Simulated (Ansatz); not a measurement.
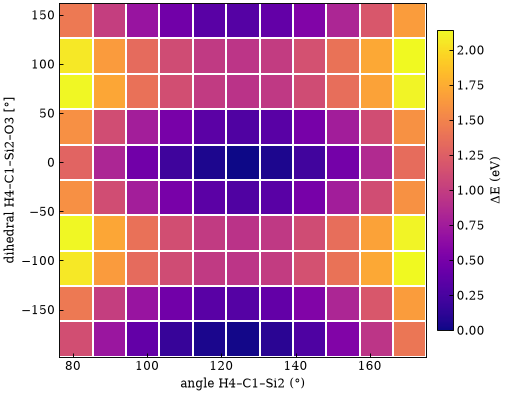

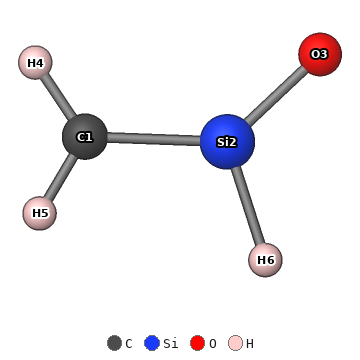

Energy landscape of CH3OSi, SMILES C=[SiH][O-], charge −1. The first coordinate is: angle H4–C1–Si2; the second: dihedral H4–C1–Si2–O3. Nothing is relaxed (all other coordinates rigid). The grid has 11 × 10 points; 66 points were computed and 44 follow by symmetry. All energies are given in eV relative to the lowest grid point. Energies and slopes of some neighbouring points disagree (a jump in structure or state, or too coarse a mesh). Theory: RKS PBE0-D4/def2-TZVPD in Ansatz.

The picture shows one coloured cell a grid point. The second picture is the structure at the lowest point.

Describe this landscape.

The lowest grid point is at angle H4–C1–Si2 = 125.8°, dihedral H4–C1–Si2–O3 = 0°. Other grid points that lie below all their neighbours: angle H4–C1–Si2 = 125.8°, dihedral H4–C1–Si2–O3 = −180° (0.024 eV higher). The highest grid point, angle H4–C1–Si2 = 170.8°, dihedral H4–C1–Si2–O3 = −108°, lies 2.15 eV above the lowest.

The values on the grid:

| dihedral H4–C1–Si2–O3 ↓, angle H4–C1–Si2 → | 80.8 | 89.8 | 98.8 | 107.8 | 116.8 | 125.8 | 134.8 | 143.8 | 152.8 | 161.8 | 170.8 |
| --- | --- | --- | --- | --- | --- | --- | --- | --- | --- | --- | --- |
| 144 | 1.43 | 1.01 | 0.69 | 0.47 | 0.34 | 0.32 | 0.39 | 0.56 | 0.83 | 1.19 | 1.65 |
| 108 | 2.06 | 1.65 | 1.33 | 1.11 | 0.98 | 0.94 | 0.99 | 1.14 | 1.39 | 1.73 | 2.15 |
| 72 | 2.14 | 1.71 | 1.38 | 1.13 | 0.98 | 0.93 | 0.97 | 1.11 | 1.35 | 1.69 | 2.11 |
| 36 | 1.58 | 1.12 | 0.77 | 0.51 | 0.35 | 0.29 | 0.34 | 0.50 | 0.76 | 1.12 | 1.59 |
| 0 | 1.29 | 0.83 | 0.47 | 0.21 | 0.05 | 0.00 | 0.05 | 0.21 | 0.48 | 0.86 | 1.35 |
| −36 | 1.58 | 1.12 | 0.77 | 0.51 | 0.35 | 0.29 | 0.34 | 0.50 | 0.76 | 1.12 | 1.59 |
| −72 | 2.14 | 1.71 | 1.38 | 1.13 | 0.98 | 0.93 | 0.97 | 1.11 | 1.35 | 1.69 | 2.11 |
| −108 | 2.06 | 1.65 | 1.33 | 1.11 | 0.98 | 0.94 | 0.99 | 1.14 | 1.39 | 1.73 | 2.15 |
| −144 | 1.43 | 1.01 | 0.69 | 0.47 | 0.34 | 0.32 | 0.39 | 0.56 | 0.83 | 1.19 | 1.65 |
| −180 | 1.13 | 0.70 | 0.39 | 0.17 | 0.05 | 0.02 | 0.10 | 0.28 | 0.56 | 0.94 | 1.41 |

Each point was launched as `ansatz run input.yaml --threads 1 --pin off --max-ram 2560MiB --backend cpu --events-out ev --progress --plain --runs-dir out`. Time for the 66 points that were run: 4.9 min on 1 thread of Arm Neoverse V2, with other jobs on the host.
